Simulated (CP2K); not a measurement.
# BBrF2 (SMILES FB(F)Br): PBE/TZV2P-MOLOPT-PBE-GTH (core potential)

What is the vertical singlet–triplet gap of BBrF2 at PBE/TZV2P-MOLOPT-PBE-GTH (core potential)? 

The calculation is run with CP2K 2026.2.

4 further runs of the same task are left out: 2 that didn't finish, 2 set aside as unsound or not needed.

### 1 The molecule

BBrF2 has 4 atoms, charge 0, and is taken as a singlet. SMILES: `FB(F)Br`. The coordinates come from a PBE0-D4/def2-TZVP relaxation.

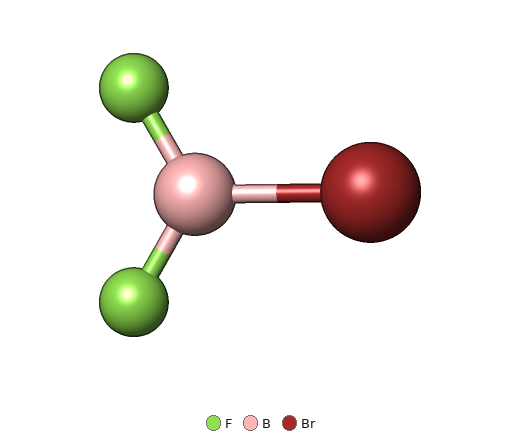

Viewed from a chosen angle; fluorine green, boron pink, bromine red.

### 2 The energy at PBE/TZV2P-MOLOPT-PBE-GTH (core potential)

job.inp

```
&GLOBAL
  PROJECT job
  RUN_TYPE ENERGY
  PRINT_LEVEL MEDIUM
&END GLOBAL

&FORCE_EVAL
  METHOD QS
  &DFT
    BASIS_SET_FILE_NAME BASIS_MOLOPT_UZH
    POTENTIAL_FILE_NAME POTENTIAL_UZH
    ! Quickstep
    &QS
      METHOD GPW
      EPS_DEFAULT 1.0E-10
    &END QS
    &MGRID
      CUTOFF 400
      REL_CUTOFF 50
      NGRIDS 4
    &END MGRID
    &POISSON
      PERIODIC NONE
      POISSON_SOLVER MULTIPOLE
    &END POISSON
    &SCF
      SCF_GUESS ATOMIC
      EPS_SCF 1.0E-06
      MAX_SCF 40
      &OT
        MINIMIZER DIIS
        PRECONDITIONER FULL_ALL
      &END OT
      &OUTER_SCF
        EPS_SCF 1.0E-06
        MAX_SCF 5
      &END OUTER_SCF
    &END SCF
    &XC
      &XC_FUNCTIONAL PBE
      &END XC_FUNCTIONAL
    &END XC
    ! extra output
    &PRINT
      &MOMENTS
        PERIODIC F
        REFERENCE COM
        MAX_MOMENT 1
      &END MOMENTS
      &MO_CUBES
        NLUMO 3
        NHOMO -1
        WRITE_CUBE F
      &END MO_CUBES
      &HIRSHFELD OFF
      &END HIRSHFELD
    &END PRINT
  &END DFT
  &SUBSYS
    &CELL
      ABC 9.8 9.1 7.4
      PERIODIC NONE
    &END CELL
    &COORD
      UNIT bohr
      F     -0.4075194    -2.5822919    -0.2076242
      B     -0.2417716    -0.1196764    -0.0430291
      F     -2.2911417     1.2465200    -0.2725930
      Br     2.9404327     1.4554482     0.5232463
    &END COORD
    &TOPOLOGY
      &CENTER_COORDINATES
      &END CENTER_COORDINATES
    &END TOPOLOGY
    &KIND F
      BASIS_SET TZV2P-MOLOPT-PBE-GTH-q7
      POTENTIAL GTH-PBE-q7
    &END KIND
    &KIND B
      BASIS_SET TZV2P-MOLOPT-PBE-GTH-q3
      POTENTIAL GTH-PBE-q3
    &END KIND
    &KIND Br
      BASIS_SET TZV2P-MOLOPT-PBE-GTH-q7
      POTENTIAL GTH-PBE-q7
    &END KIND
  &END SUBSYS
&END FORCE_EVAL
```

On the command line:

```sh
$ OMP_NUM_THREADS=1 cp2k.psmp -i job.inp -o job.out
```

The log of the run:

```text
CP2K| version string:                                       CP2K version 2026.2
[...]
 GLOBAL| Method name                                                        CP2K
[...]
 GLOBAL| Run type                                                         ENERGY
[...]
 DFT| Spin restricted Kohn-Sham (RKS) calculation                            RKS
 DFT| Multiplicity                                                             1
[...]
 DFT| Charge                                                                   0
[...]
 FUNCTIONAL| PBE:
 QS| Method:                                                                 GPW
[...]
 QS| Density cutoff [a.u.]:                                                200.0
[...]
 QS| Relative density cutoff [a.u.]:                                        25.0
[...]
                             - Atoms:                                          4
[...]
                             - Spherical basis functions:                    116
[...]
 Number of electrons:                                                         24
[...]
     1 OT DIIS     0.15E+00    0.7     0.09878744       -62.9234338490 -6.29E+01
[...]
    35 OT DIIS     0.15E+00    0.7     0.00000080       -64.8663342863 -9.80E-11
  *** SCF run converged in    35 steps ***
[...]
  Overlap energy of the core charge distribution:               0.00000279144909
  Self energy of the core charge distribution:               -162.38194990967128
  Core Hamiltonian energy:                                     44.54779780139282
  Hartree energy:                                              65.99715574912356
  Exchange-correlation energy:                                -13.02934071861291
  Total energy:                                               -64.86633428631869
[...]
                     Mulliken Population Analysis
 #  Atom  Element  Kind  Atomic population                           Net charge
       1     F        1          7.287054                             -0.287054
       2     B        2          2.238290                              0.761710
       3     F        1          7.287898                             -0.287898
       4     Br       3          7.186757                             -0.186757
 # Total charge                             24.000000                  0.000000
[...]
  Dipole moment [Debye]
    X=  0.2541979E+00 Y=  0.1216088E+00 Z=  0.3980465E-01  Total=      0.2845868
[...]
 WARNING : did not converge in ot_eigensolver
 number of iterations          299  exceeded maximum
 current gradient / target gradient   4.1578394541420431E-004  /    1.0000000000000001E-005
[...]
 HOMO - LUMO gap [eV] :    6.251966
 ENERGY| Total FORCE_EVAL ( QS ) energy [hartree]            -64.866334286318690
[...]
```

Wall time 26 s (1 thread of Arm Neoverse V2, shared host); peak memory 0.58 GiB.

### 3 The triplet, same level

gas.inp

```
&global
  project gas
  run_type ENERGY
  print_level MEDIUM
&end global

&force_eval
  method Quickstep
  &dft
    basis_set_file_name BASIS_MOLOPT_UZH
    potential_file_name POTENTIAL_UZH
    charge 0
    multiplicity 3
    uks T
    &qs
      method GPW
      eps_default 1.0E-10
    &end qs
    &mgrid
      cutoff 400
      rel_cutoff 50
      ngrids 4
    &end mgrid
    &poisson
      periodic NONE
      poisson_solver MULTIPOLE
    &end poisson
    &scf
      scf_guess ATOMIC
      eps_scf 1.0E-06
      max_scf 40
      &ot ON
        minimizer CG
        preconditioner FULL_SINGLE_INVERSE
      &end ot
      &outer_scf
        eps_scf 1.0E-06
        max_scf 10
      &end outer_scf
    &end scf
    &xc
      &xc_functional PBE
      &end xc_functional
    &end xc
    &print
      &moments
        periodic F
        reference COM
        max_moment 1
      &end moments
      &mo_cubes
        nlumo 3
        nhomo -1
        write_cube F
      &end mo_cubes
      &hirshfeld OFF
      &end hirshfeld
    &end print
  &end dft
  &subsys
    &cell
      abc [angstrom] 9.8 9.1 7.4
      periodic NONE
    &end cell
    &coord
      F      4.512555     3.481660     3.523810
      B      4.600265     4.784820     3.610910
      F      3.515785     5.507780     3.489430
      Br     6.284215     5.618340     3.910570
    &end coord
    &kind F
      basis_set TZV2P-MOLOPT-PBE-GTH-q7
      potential GTH-PBE-q7
    &end kind
    &kind B
      basis_set TZV2P-MOLOPT-PBE-GTH-q3
      potential GTH-PBE-q3
    &end kind
    &kind Br
      basis_set TZV2P-MOLOPT-PBE-GTH-q7
      potential GTH-PBE-q7
    &end kind
  &end subsys
&end force_eval
```

On the command line:

```sh
$ OMP_NUM_THREADS=1 cp2k.psmp -i gas.inp -o gas.out
```

The log of the run:

```text
CP2K| version string:                                       CP2K version 2026.2
[...]
 GLOBAL| Method name                                                        CP2K
[...]
 GLOBAL| Run type                                                         ENERGY
[...]
 DFT| Spin unrestricted (spin-polarized) Kohn-Sham calculation               UKS
 DFT| Multiplicity                                                             3
[...]
 DFT| Charge                                                                   0
[...]
 FUNCTIONAL| PBE:
 QS| Method:                                                                 GPW
[...]
 QS| Density cutoff [a.u.]:                                                200.0
[...]
 QS| Relative density cutoff [a.u.]:                                        25.0
[...]
                             - Atoms:                                          4
[...]
                             - Spherical basis functions:                    116
[...]
 Number of electrons:                                                         13
[...]
     1 OT CG       0.80E-01    1.1     0.05527896       -63.4690559329 -6.35E+01
[...]
     2 OT CG       0.90E-01    1.1     0.00000081       -64.6201494625 -1.25E-10
  *** SCF run converged in     2 steps ***
[...]
  Overlap energy of the core charge distribution:               0.00000279144758
  Self energy of the core charge distribution:               -162.38194990967128
  Core Hamiltonian energy:                                     44.81250165639197
  Hartree energy:                                              65.97930719662700
  Exchange-correlation energy:                                -13.03001119732133
  Total energy:                                               -64.62014946252606
[...]
                     Mulliken Population Analysis
 #  Atom  Element  Kind  Atomic population (alpha,beta) Net charge  Spin moment
       1     F        1         3.706684     3.573100    -0.279785     0.133584
       2     B        2         1.652218     0.887097     0.460685     0.765121
       3     F        1         3.706866     3.573329    -0.280195     0.133536
       4     Br       3         3.934232     2.966473     0.099295     0.967758
 # Total charge and spin       13.000000    11.000000    -0.000000     2.000000
[...]
  Dipole moment [Debye]
    X=  0.2731346E+01 Y=  0.1361664E+01 Z=  0.5068130E+00  Total=      3.0937423
[...]
 HOMO - LUMO gap [eV] :    0.342750
 ENERGY| Total FORCE_EVAL ( QS ) energy [hartree]            -64.620149462526058
[...]
```

Wall time 2.5 min (1 thread of Arm Neoverse V2, shared host); peak memory 0.73 GiB.

### 4 Results

Level: PBE/TZV2P-MOLOPT-PBE-GTH (core potential).

| quantity | value |
| --- | --- |
| singlet: total energy | -64.86633 Eh |
| singlet: dipole moment | 0.28 D |
| singlet: HOMO energy | -7.63 eV |
| singlet: LUMO energy | -1.38 eV |
| singlet: HOMO–LUMO gap | 6.25 eV |
| triplet: total energy | -64.62015 Eh |
| triplet: dipole moment | 3.09 D |
| triplet: HOMO energy (highest over α and β) | -1.36 eV |
| triplet: ⟨S²⟩ | 2.005 |
| vertical energy of the triplet above the singlet | 6.699 eV |

In words: At this shape the triplet lies 6.70 eV (646 kJ/mol) above the singlet.
